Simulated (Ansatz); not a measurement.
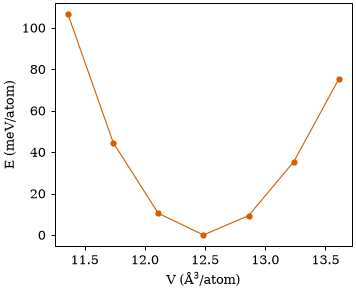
Fig. 1. Mo2C in space group P-3m1 (No. 164; Mo on 2d, C on 1b) under volume change, DFT-r²SCAN in the program Ansatz with PAW potentials, shape and atoms relaxed at each volume.

Problem. What does a third-order Birch–Murnaghan fit give for V₀, B₀ and B′?

Solution. V₀ = 12.49 Å³/atom, B₀ = 281 GPa, B′ = 4.7.

The workflow started from a Materials Project entry (that database holds measured and hypothetical structures alike); the Crystallography Open Database copy checked does not list it. COD files the formula under space group No. 60, so this cell is another polymorph or a model. Whether it is the stable phase at ambient conditions was not checked. The r²SCAN relaxation kept the symmetry of its start; of distortions, only those at the zone centre were tested. No spin polarisation was allowed.

Potentials: the later of the program's two PAW sets.
